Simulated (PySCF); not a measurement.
PHF$_{2}$: saddle-point search (part 2 of 2)

Continued. System: PHF$_{2}$ (difluorophosphine). Method: HF/ANO-R1, RHF, dispersion D3(BJ) (PySCF 2.14.0). The run did not end well.

Geometry of the input (Å):
```
F  1.2007  0.6039  -0.2440
P  -0.0208  -0.4330  -0.4600
F  -1.1772  0.6655  -0.1956
H  0.6597  -0.2979  1.0942
```

## Log, continued
```
----------------------------------------------
cycle 11: E = -540.161249069  dE = -0.00655201  norm(grad) = 0.071856
Step   10 : Displace = 3.273e-02/3.873e-02 (rms/max) Trust = 3.000e-02 (=) Grad = 3.593e-02/5.401e-02 (rms/max) E (change) = -540.1612490694 (-6.552e-03) Quality = 1.000
Hessian Eigenvalues:  -1.336e-02 -1.386e-08  2.233e-08  3.423e-08  2.842e-03  5.785e-03  5.757e-02
 2.209e-01  2.355e-01  3.374e-01  4.037e-01  5.556e-01    .....    3.374e-01  4.037e-01  5.556e-01

Geometry optimization cycle 12
Cartesian coordinates (Angstrom)
 Atom        New coordinates             dX        dY        dZ
   F   0.961150   0.869539  -0.477929   -0.094654  0.026952 -0.003794
   P   0.027639  -0.414991  -0.592867   -0.027897 -0.012591 -0.066125
   F  -1.373621   0.322405  -0.518452   -0.068830 -0.083661 -0.092378
   H   0.096088  -0.756813   0.843064   -0.118947 -0.097786 -0.141059
converged SCF energy = -540.166423927103
--------------- RHF_Scanner gradients ---------------
         x                y                z
0 F     0.0022266775     0.0043616626     0.0014037062
1 P    -0.0039179373     0.0001222954    -0.0292019422
2 F    -0.0001820901     0.0011423618     0.0001910790
3 H     0.0018733499    -0.0056263198     0.0276071569
----------------------------------------------
cycle 12: E = -540.166423927  dE = -0.00517486  norm(grad) = 0.0411432
Step   11 : Displace = 3.079e-02/4.127e-02 (rms/max) Trust = 3.000e-02 (=) Grad = 2.057e-02/2.946e-02 (rms/max) E (change) = -540.1664239271 (-5.175e-03) Quality = 0.974
Hessian Eigenvalues:  -2.544e-02 -1.376e-08  2.233e-08  3.423e-08  2.868e-03  5.785e-03  7.539e-02
 2.214e-01  2.339e-01  3.375e-01  4.038e-01  5.587e-01    .....    3.375e-01  4.038e-01  5.587e-01

Geometry optimization cycle 13
Cartesian coordinates (Angstrom)
 Atom        New coordinates             dX        dY        dZ
   F   0.831450   0.883728  -0.459443   -0.129700  0.014189  0.018487
   P  -0.024311  -0.438317  -0.685742   -0.051949 -0.023326 -0.092875
   F  -1.468265   0.217980  -0.643966   -0.094644 -0.104425 -0.125514
   H  -0.030186  -0.859532   0.650473   -0.126274 -0.102718 -0.192591
converged SCF energy = -540.168445849764
--------------- RHF_Scanner gradients ---------------
         x                y                z
0 F     0.0017877931     0.0044319247    -0.0009067097
1 P    -0.0002843246    -0.0044082272     0.0028635642
2 F    -0.0002838169     0.0007660375     0.0003286413
3 H    -0.0012196516    -0.0007897351    -0.0022854959
----------------------------------------------
cycle 13: E = -540.16844585  dE = -0.00202192  norm(grad) = 0.00771257
Step   12 : Displace = 3.074e-02/4.919e-02 (rms/max) Trust = 3.000e-02 (=) Grad = 3.856e-03/5.264e-03 (rms/max) E (change) = -540.1684458498 (-2.022e-03) Quality = 0.825
Hessian Eigenvalues:  -3.953e-02 -1.371e-08  2.233e-08  3.423e-08  2.882e-03  5.777e-03  1.011e-01
 2.216e-01  2.336e-01  3.375e-01  4.039e-01  5.612e-01    .....    3.375e-01  4.039e-01  5.612e-01

Geometry optimization cycle 14
Cartesian coordinates (Angstrom)
 Atom        New coordinates             dX        dY        dZ
   F   0.837602   0.863234  -0.486367    0.006152 -0.020495 -0.026924
   P  -0.041828  -0.438917  -0.686832   -0.017518 -0.000600 -0.001090
   F  -1.476996   0.231064  -0.620651   -0.008731  0.013084  0.023315
   H  -0.014481  -0.850174   0.658673    0.015705  0.009358  0.008200
converged SCF energy = -540.168513384989
--------------- RHF_Scanner gradients ---------------
         x                y                z
0 F    -0.0003714804    -0.0004760378    -0.0009277051
1 P     0.0004718931     0.0017255888     0.0006428163
2 F     0.0001308961    -0.0001037813    -0.0002947553
3 H    -0.0002313088    -0.0011457697     0.0005796441
----------------------------------------------
cycle 14: E = -540.168513385  dE = -6.75352e-05  norm(grad) = 0.0025799
Step   13 : Displace = 6.370e-03/7.176e-03 (rms/max) Trust = 3.000e-02 (=) Grad = 1.290e-03/1.901e-03 (rms/max) E (change) = -540.1685133850 (-6.754e-05) Quality = 0.946
Hessian Eigenvalues:  -4.641e-02 -1.088e-05  2.214e-08  3.355e-08  9.211e-04  4.242e-03  1.123e-01
 2.211e-01  2.450e-01  3.375e-01  4.034e-01  5.537e-01    .....    3.375e-01  4.034e-01  5.537e-01

Geometry optimization cycle 15
Cartesian coordinates (Angstrom)
 Atom        New coordinates             dX        dY        dZ
   F   0.835069   0.660978  -0.596287   -0.002533 -0.202256 -0.109920
   P  -0.206470  -0.528561  -0.744592   -0.164641 -0.089645 -0.057760
   F  -1.542826   0.324850  -0.721707   -0.065831  0.093786 -0.101056
   H  -0.226581  -0.838070   0.626200   -0.212101  0.012104 -0.032473
converged SCF energy = -540.168472114358
--------------- RHF_Scanner gradients ---------------
         x                y                z
0 F     0.0004416881     0.0008306784     0.0017793693
1 P    -0.0009772917    -0.0029204459    -0.0034121541
2 F     0.0002232121     0.0001551120     0.0010040688
3 H     0.0003123915     0.0019346554     0.0006287159
----------------------------------------------
cycle 15: E = -540.168472114  dE = 4.12706e-05  norm(grad) = 0.00552232
Step   14 : Displace = 1.100e-02/1.490e-02 (rms/max) Trust = 3.000e-02 (=) Grad = 2.761e-03/4.596e-03 (rms/max) E (change) = -540.1684721144 (+4.127e-05) Quality = -0.856
Poor-quality step dominated by net translation/rotation detected; will project out net forces and torques past this point.
Rejecting step - quality is lower than 0.0
Hessian Eigenvalues:  -4.641e-02 -1.088e-05  2.214e-08  3.355e-08  9.211e-04  4.242e-03  1.123e-01
 2.211e-01  2.450e-01  3.375e-01  4.034e-01  5.537e-01    .....    3.375e-01  4.034e-01  5.537e-01

Geometry optimization cycle 16
Cartesian coordinates (Angstrom)
 Atom        New coordinates             dX        dY        dZ
   F   0.823052   0.828455  -0.524410   -0.012017  0.167478  0.071878
   P  -0.089116  -0.455205  -0.720366    0.117354  0.073356  0.024226
   F  -1.507476   0.244587  -0.607103    0.035351 -0.080263  0.114604
   H  -0.032667  -0.864945   0.623705    0.193914 -0.026875 -0.002495
converged SCF energy = -540.168519703264
--------------- RHF_Scanner gradients ---------------
         x                y                z
0 F     0.0002797844     0.0006570577     0.0006372872
1 P    -0.0003459282    -0.0012861833    -0.0017957221
2 F     0.0001310811     0.0001065816     0.0004503528
3 H    -0.0000649373     0.0005225440     0.0007080821
----------------------------------------------
cycle 16: E = -540.168519703  dE = -4.75889e-05  norm(grad) = 0.00263148
Step   15 : Displace = 5.974e-03/8.000e-03 (rms/max) Trust = 5.502e-03 (x) Grad = 1.316e-03/2.236e-03 (rms/max) E (change) = -540.1685197033 (-6.318e-06) Quality = 0.212
Hessian Eigenvalues:  -4.647e-02 -2.163e-04  2.214e-08  3.354e-08  4.153e-04  4.319e-03  1.122e-01
 2.211e-01  2.529e-01  3.376e-01  4.035e-01  5.550e-01    .....    3.376e-01  4.035e-01  5.550e-01

Geometry optimization cycle 17
Cartesian coordinates (Angstrom)
 Atom        New coordinates             dX        dY        dZ
   F   0.821577   0.822885  -0.535169   -0.001474 -0.005570 -0.010759
   P  -0.101820  -0.450015  -0.728644   -0.012704  0.005190 -0.008278
   F  -1.515847   0.252871  -0.587013   -0.008371  0.008284  0.020089
   H  -0.022803  -0.881439   0.603667    0.009864 -0.016494 -0.020038
converged SCF energy = -540.168522248612
--------------- RHF_Scanner gradients ---------------
         x                y                z
0 F    -0.0002415490    -0.0008706853    -0.0000490127
1 P     0.0001693606     0.0007252065     0.0014526278
2 F    -0.0001504062    -0.0001896122    -0.0002575492
3 H     0.0002225946     0.0003350910    -0.0011460659
----------------------------------------------
cycle 17: E = -540.168522249  dE = -2.54535e-06  norm(grad) = 0.00225472
Step   16 : Displace = 2.822e-03/4.273e-03 (rms/max) Trust = 2.751e-03 (-) Grad = 1.127e-03/1.632e-03 (rms/max) E (change) = -540.1685222486 (-2.545e-06) Quality = 0.209
Hessian Eigenvalues:  -4.709e-02 -6.139e-03  2.214e-08  3.354e-08  4.949e-04  4.363e-03  1.186e-01
 2.218e-01  2.634e-01  3.384e-01  4.039e-01  5.556e-01    .....    3.384e-01  4.039e-01  5.556e-01

Geometry optimization cycle 18
Cartesian coordinates (Angstrom)
 Atom        New coordinates             dX        dY        dZ
   F   0.823434   0.823514  -0.535905    0.001856  0.000629 -0.000736
   P  -0.100529  -0.450675  -0.727699    0.001291 -0.000660  0.000944
   F  -1.512949   0.255047  -0.583172    0.002897  0.002176  0.003841
   H  -0.021493  -0.879643   0.606741    0.001310  0.001796  0.003074
converged SCF energy = -540.168526907159
--------------- RHF_Scanner gradients ---------------
         x                y                z
0 F     0.0000116070    -0.0000890927     0.0001626640
1 P    -0.0000625404    -0.0002263910     0.0003122424
2 F    -0.0000020125    -0.0000321888     0.0000271847
3 H     0.0000529458     0.0003476725    -0.0005020911
----------------------------------------------
cycle 18: E = -540.168526907  dE = -4.65855e-06  norm(grad) = 0.000751495
```

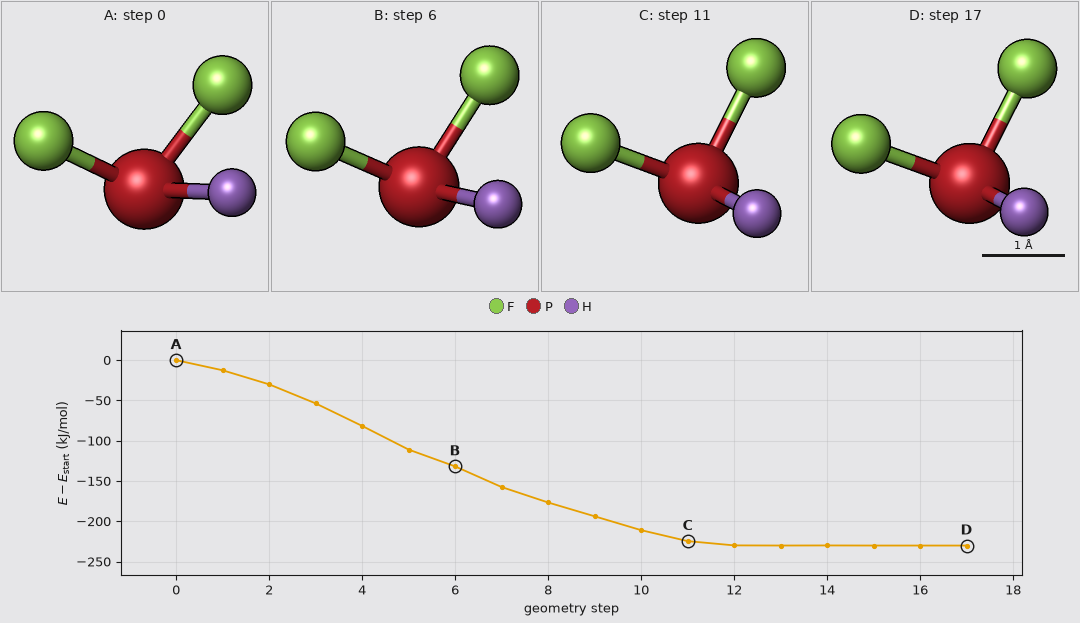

Figure 1. Frames of the saddle-point search (ball-and-stick view, seen at a tilt) above the curves, on which the letters mark them (steps are counted from 0).

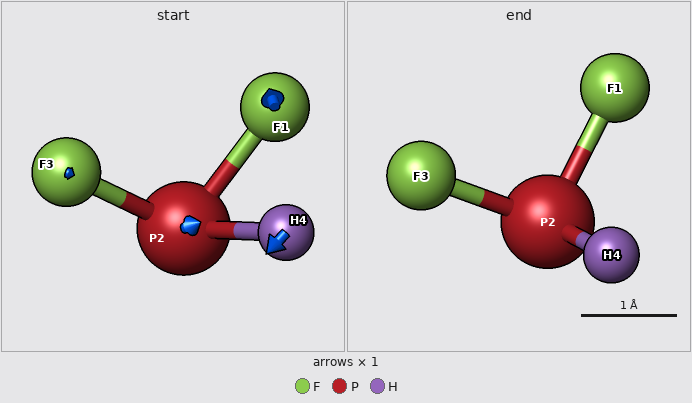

Figure 2. Before (left) and after (right) the saddle-point search, at one scale (ball-and-stick view, seen at a tilt). The blue arrows give the displacements, at true length. The run was cut off at its time limit before the relaxation converged, so the last structure is only a point on the way. After 17 geometry steps the energy has fallen by 230.0 kJ/mol. Largest force component: 5.7 eV/Å at the start, 0.026 eV/Å at the end. The largest moves after the best rigid fit, 0.33 Å, are those of F1 and H4. By element the largest moves are H 0.33 Å, F 0.32 Å, P 0.27 Å. Among the contacts that change: P2–H4 1.702 → 1.404 Å, F1–P2 1.617 → 1.586 Å. Among the angles that change: F1–P2–H4 61.6° → 95.6°, F1–P2–F3 94.7° → 98.6°. (Atoms are counted from 1 in the order of the input.)

```
Step   17 : Displace = 1.298e-03/1.609e-03 (rms/max) Trust = 1.376e-03 (-) Grad = 3.757e-04/6.130e-04 (rms/max) E (change) = -540.1685269072 (-4.659e-06) Quality = 0.854
Hessian Eigenvalues:  -4.177e-02 -7.069e-04  2.214e-08  3.354e-08  7.597e-04  4.629e-03  9.902e-02
 2.208e-01  3.108e-01  3.446e-01  4.025e-01  5.579e-01    .....    3.446e-01  4.025e-01  5.579e-01

Geometry optimization cycle 19
Cartesian coordinates (Angstrom)
 Atom        New coordinates             dX        dY        dZ
   F   0.826810   0.827803  -0.532749    0.003377  0.004288  0.003157
   P  -0.095309  -0.447290  -0.724520    0.005220  0.003385  0.003179
   F  -1.508495   0.256599  -0.578806    0.004454  0.001552  0.004366
   H  -0.015525  -0.880104   0.610907    0.005968 -0.000461  0.004165
converged SCF energy = -540.168527682336
```

## Trajectory as extended XYZ (Å, eV, eV/Å), 18 frames, from step=0 to step=17
```
4
Properties=species:S:1:pos:R:3:forces:R:3 step=0 energy=-14696.35048
F     1.2007    0.6039   -0.2440    1.2274   1.7246  -3.6300
P    -0.0208   -0.4330   -0.4600    1.6732   2.3787   5.7458
F    -1.1772    0.6655   -0.1956    0.4271  -1.0768  -0.5878
H     0.6597   -0.2979    1.0942   -3.3277  -3.0265  -1.5279
4
Properties=species:S:1:pos:R:3:forces:R:3 step=1 energy=-14696.48056
F     1.2020    0.6178   -0.2517    1.0520   1.5264  -3.5068
P    -0.0110   -0.4331   -0.4561    1.7303   2.4600   5.7383
F    -1.1785    0.6545   -0.2018    0.4368  -1.0615  -0.5657
H     0.6504   -0.3012    1.1037   -3.2191  -2.9249  -1.6657
4
Properties=species:S:1:pos:R:3:forces:R:3 step=2 energy=-14696.66141
F     1.2034    0.6385   -0.2624    0.8186   1.2510  -3.3189
P     0.0038   -0.4330   -0.4502    1.7867   2.5577   5.7077
F    -1.1804    0.6377   -0.2114    0.4491  -1.0337  -0.5316
H     0.6365   -0.3057    1.1175   -3.0544  -2.7750  -1.8572
4
Properties=species:S:1:pos:R:3:forces:R:3 step=3 energy=-14696.90611
F     1.2046    0.6693   -0.2773    0.5194   0.8774  -3.0335
P     0.0263   -0.4324   -0.4411    1.8240   2.6593   5.6278
F    -1.1828    0.6117   -0.2260    0.4618  -0.9834  -0.4794
H     0.6162   -0.3120    1.1370   -2.8052  -2.5532  -2.1149
4
Properties=species:S:1:pos:R:3:forces:R:3 step=4 energy=-14697.19597
F     1.2042    0.7112   -0.2959    0.1972   0.4376  -2.6474
P     0.0577   -0.4305   -0.4284    1.8004   2.7218   5.4681
F    -1.1851    0.5746   -0.2469    0.4676  -0.9010  -0.4069
H     0.5887   -0.3199    1.1624   -2.4652  -2.2585  -2.4138
4
Properties=species:S:1:pos:R:3:forces:R:3 step=5 energy=-14697.50032
F     1.2283    0.7252   -0.2965   -0.0226   0.1480  -2.2222
P     0.0757   -0.4090   -0.4270    1.7567   2.4138   5.2628
F    -1.1671    0.5923   -0.2623    0.4243  -0.7826  -0.3390
H     0.5367   -0.3737    1.1725   -2.1584  -1.7792  -2.7016
4
Properties=species:S:1:pos:R:3:forces:R:3 step=6 energy=-14697.71653
F     1.2411    0.7566   -0.2894   -0.1900  -0.1123  -1.8578
P     0.1063   -0.3946   -0.4246    1.6029   2.1891   5.0637
F    -1.1549    0.5826   -0.2910    0.3914  -0.6783  -0.2754
H     0.4886   -0.4110    1.1870   -1.8043  -1.3985  -2.9304
4
Properties=species:S:1:pos:R:3:forces:R:3 step=7 energy=-14697.98190
F     1.2113    0.7668   -0.3518   -0.3206  -0.2482  -1.4536
P     0.0889   -0.3947   -0.4350    1.5314   1.7699   4.5697
F    -1.1855    0.5567   -0.2997    0.3182  -0.5181  -0.1940
H     0.4418   -0.4583    1.1555   -1.5290  -1.0037  -2.9221
4
Properties=species:S:1:pos:R:3:forces:R:3 step=8 energy=-14698.18054
F     1.1734    0.7870   -0.4027   -0.3720  -0.3462  -1.0665
P     0.0785   -0.3956   -0.4553    1.3357   1.3401   4.1055
F    -1.2173    0.5199   -0.3244    0.2420  -0.3781  -0.1291
H     0.3842   -0.5126    1.1222   -1.2057  -0.6158  -2.9099
4
Properties=species:S:1:pos:R:3:forces:R:3 step=9 energy=-14698.35809
F     1.1255    0.8118   -0.4455   -0.3404  -0.3660  -0.6995
P     0.0693   -0.3975   -0.4820    1.0415   0.8501   3.5361
F    -1.2542    0.4725   -0.3618    0.1569  -0.2434  -0.0686
H     0.3150   -0.5741    1.0736   -0.8580  -0.2406  -2.7680
4
Properties=species:S:1:pos:R:3:forces:R:3 step=10 energy=-14698.53638
F     1.0558    0.8426   -0.4741   -0.2224  -0.2986  -0.3370
P     0.0555   -0.4024   -0.5267    0.6033   0.2971   2.6947
F    -1.3048    0.4061   -0.4261    0.0650  -0.1240  -0.0227
H     0.2150   -0.6590    0.9841   -0.4458   0.1254  -2.3350
4
Properties=species:S:1:pos:R:3:forces:R:3 step=11 energy=-14698.67720
F     0.9611    0.8695   -0.4779   -0.1145  -0.2243  -0.0722
P     0.0276   -0.4150   -0.5929    0.2015  -0.0063   1.5016
F    -1.3736    0.3224   -0.5185    0.0094  -0.0587  -0.0098
H     0.0961   -0.7568    0.8431   -0.0963   0.2893  -1.4196
4
Properties=species:S:1:pos:R:3:forces:R:3 step=12 energy=-14698.73222
F     0.8315    0.8837   -0.4594   -0.0919  -0.2279   0.0466
P    -0.0243   -0.4383   -0.6857    0.0146   0.2267  -0.1472
F    -1.4683    0.2180   -0.6440    0.0146  -0.0394  -0.0169
H    -0.0302   -0.8595    0.6505    0.0627   0.0406   0.1175
4
Properties=species:S:1:pos:R:3:forces:R:3 step=13 energy=-14698.73406
F     0.8376    0.8632   -0.4864    0.0191   0.0245   0.0477
P    -0.0418   -0.4389   -0.6868   -0.0243  -0.0887  -0.0331
F    -1.4770    0.2311   -0.6207   -0.0067   0.0053   0.0152
H    -0.0145   -0.8502    0.6587    0.0119   0.0589  -0.0298
4
Properties=species:S:1:pos:R:3:forces:R:3 step=14 energy=-14698.73293
F     0.8351    0.6610   -0.5963   -0.0227  -0.0427  -0.0915
P    -0.2065   -0.5286   -0.7446    0.0503   0.1502   0.1755
F    -1.5428    0.3249   -0.7217   -0.0115  -0.0080  -0.0516
H    -0.2266   -0.8381    0.6262   -0.0161  -0.0995  -0.0323
4
Properties=species:S:1:pos:R:3:forces:R:3 step=15 energy=-14698.73423
F     0.8231    0.8285   -0.5244   -0.0144  -0.0338  -0.0328
P    -0.0891   -0.4552   -0.7204    0.0178   0.0661   0.0923
F    -1.5075    0.2446   -0.6071   -0.0067  -0.0055  -0.0232
H    -0.0327   -0.8649    0.6237    0.0033  -0.0269  -0.0364
4
Properties=species:S:1:pos:R:3:forces:R:3 step=16 energy=-14698.73430
F     0.8216    0.8229   -0.5352    0.0124   0.0448   0.0025
P    -0.1018   -0.4500   -0.7286   -0.0087  -0.0373  -0.0747
F    -1.5158    0.2529   -0.5870    0.0077   0.0097   0.0132
H    -0.0228   -0.8814    0.6037   -0.0114  -0.0172   0.0589
4
Properties=species:S:1:pos:R:3:forces:R:3 step=17 energy=-14698.73442
F     0.8234    0.8235   -0.5359   -0.0006   0.0046  -0.0084
P    -0.1005   -0.4507   -0.7277    0.0032   0.0116  -0.0161
F    -1.5129    0.2550   -0.5832    0.0001   0.0017  -0.0014
H    -0.0215   -0.8796    0.6067   -0.0027  -0.0179   0.0258
```

## What the run reported

| quantity | value |
| --- | --- |
| outcome | stopped at the time limit |
| basis functions | 51 |
| wall time | 7.5 min |
| peak memory | 0.15 GiB |

The run was cut off by its time limit, so the output is incomplete.
